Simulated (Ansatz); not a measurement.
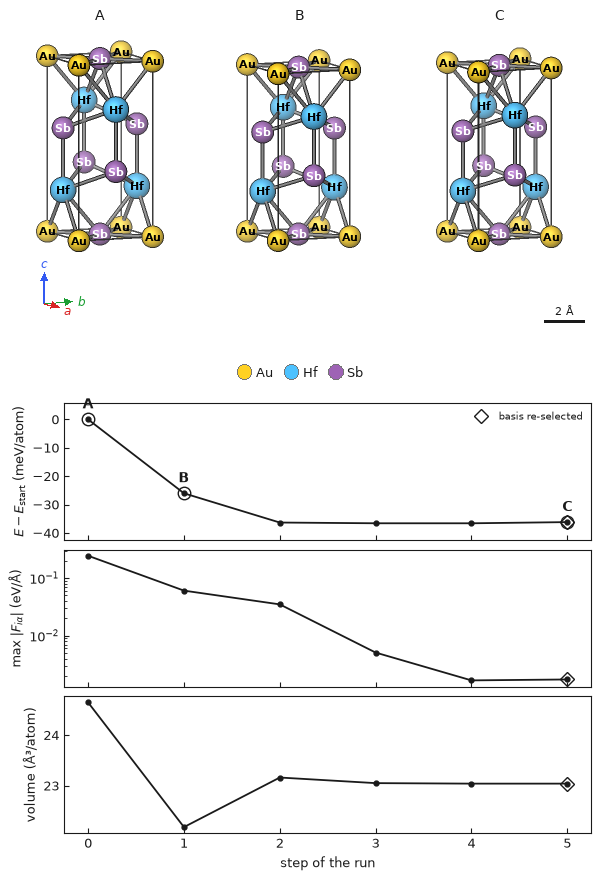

Frames of a relaxation of a crystal of Hf2Sb3Au (a generated structure, set up in P-4m2), marked on the history of the run. A ball-and-stick model of the cell of the calculation, seen slightly off an axis.

Method: Ansatz 0.2.0, DFT, PAW plane waves, PBE.

Input
```yaml
crystal:
  lattice:
    - [4.061493, 0.0, 0.0]
    - [0.0, 4.061493, 0.0]
    - [0.0, 0.0, 8.964372]
  atoms:
    - { symbol: Au, position: [0.0, 0.0, 0.0] }
    - { symbol: Hf, position: [0.0, 0.5, 0.7365] }
    - { symbol: Hf, position: [0.5, 0.0, 0.2635] }
    - { symbol: Sb, position: [0.5, 0.5, 0.0] }
    - { symbol: Sb, position: [0.0, 0.5, 0.3835] }
    - { symbol: Sb, position: [0.5, 0.0, 0.6165] }
  symmetry: { tolerance: 0.0003 }
kpoints:
  mp_grid: { grid: [5, 5, 2], shift: [0, 0, 0] }
magnetization:
  spin_polarized: false
scf:
  occupations: { method: fermi_dirac }
hamiltonian:
  pseudopotentials: { kind: paw }
  xc: pbe
basis:
  ecutwfc: 420
output:
  forces: true
  stress: true
  eigenvalues: true
relax:
  max_steps: 40
  cell: {}
```

Launched with:
```bash
ansatz run input.yaml --threads 1 --pin off --max-ram 2560MiB --backend cpu --events-out ev --progress --plain --runs-dir out
```

Question: Describe the path.

Answer: The energy falls by 36.2 meV per atom in 4 accepted moves (5 points after the start). Largest force component: 0.24 eV/Å at the start, 0.0017 eV/Å at the end. Pressure: −5.74 GPa at the start and 0.01 GPa at the end. At 1 point the geometry stayed and the basis and grid were re-selected for the new cell (energy shift of 0.4 meV per atom at most each time). The largest moves relative to the cell, 0.050 Å, are those of Sb5 and Sb6. Sb5 goes along −c. Largest moves by element: Sb 0.050 Å, Hf 0.038 Å. Au stays in place. The drawn cell changes as follows: a = b 4.061 → 4.006 Å (−1.4 %), c 8.964 → 8.615 Å (−3.9 %); the volume changes by −6.5 %. Among the contacts that change: Hf2–Sb5 3.164 → 3.054 Å, Hf2–Sb6 3.067 → 2.986 Å, Au1–Hf2 3.115 → 3.056 Å, Hf2–Sb4 3.115 → 3.056 Å. Among the angles between lasting bonds that change: Hf2–Sb6–Hf2 138.9° → 143.1°, Hf2–Sb6–Hf3 110.5° → 108.5°. The space group stays P-4m2 (No. 115). From step 0 to 1: Sb atoms move most (0.05 Å), volume −10.0 %, energy −26.0 meV per atom. From step 1 to 5: volume +3.9 %, energy −10.1 meV per atom.

```json
{"step": "0", "E − E(0), meV/atom": "0.00", "largest force component, eV/Å": "0.2446", "pressure, GPa": "-5.74", "volume, Å³/atom": "24.646", "note": ""}
{"step": "1", "E − E(0), meV/atom": "-26.01", "largest force component, eV/Å": "0.0607", "pressure, GPa": "4.13", "volume, Å³/atom": "22.182", "note": ""}
{"step": "2", "E − E(0), meV/atom": "-36.31", "largest force component, eV/Å": "0.0350", "pressure, GPa": "-0.50", "volume, Å³/atom": "23.162", "note": ""}
{"step": "3", "E − E(0), meV/atom": "-36.57", "largest force component, eV/Å": "0.0051", "pressure, GPa": "-0.04", "volume, Å³/atom": "23.052", "note": ""}
{"step": "4", "E − E(0), meV/atom": "-36.57", "largest force component, eV/Å": "0.0017", "pressure, GPa": "0.00", "volume, Å³/atom": "23.042", "note": ""}
{"step": "5", "E − E(0), meV/atom": "-36.15", "largest force component, eV/Å": "0.0017", "pressure, GPa": "0.01", "volume, Å³/atom": "23.042", "note": "same geometry, new basis"}
```
